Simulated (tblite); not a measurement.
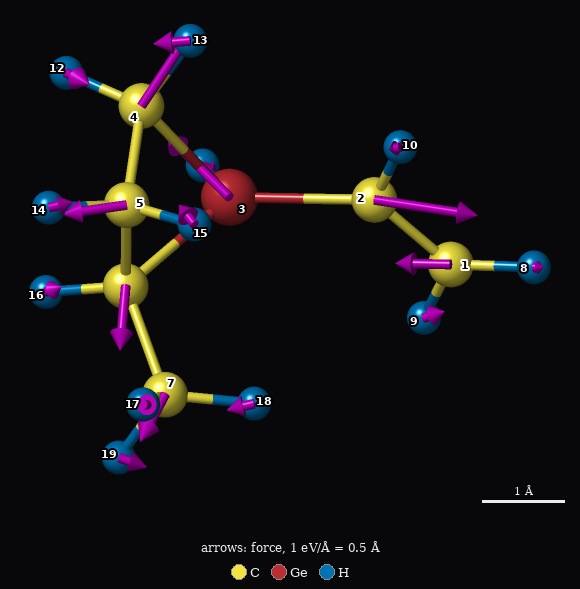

Starting geometry of C₆H₁₂Ge with the computed forces as purple arrows. The picture is a ball-and-stick view, seen at a tilt.

All numbers below come from GFN2-xTB geometry optimisation, gas phase in tblite 0.8.0. 

What follows when this structure is relaxed?

Answer. It isn't relaxed: the largest force vector, on the Ge atom, is 2.77 eV/Å. The final displacements have little in common with the starting forces (cosine between the two patterns 0.15). The energy falls by 19.3 kcal/mol in 159 geometry steps. The atom that moves furthest after the best rigid fit is an H atom (1.28 Å). Largest moves by element: H 1.28 Å, C 0.56 Å, Ge 0.10 Å. Near-neighbour distances that change, for instance: C–Ge 1.922 → 2.020 Å, C–Ge 1.869 → 1.961 Å, C–Ge 1.972 → 2.003 Å, C–H 1.117 → 1.087 Å. Among the angles between lasting bonds that change: C–Ge–H 108.2° → 119.2°, C–Ge–H 119.4° → 108.5°, Ge–C–H 112.5° → 120.6°. Groups turn about C–Ge by about 50°, C–C by about 35°. The run took 5.3 s on 1 thread of Intel(R) Xeon(R) Processor @ 2.50GHz, with other jobs on the host.
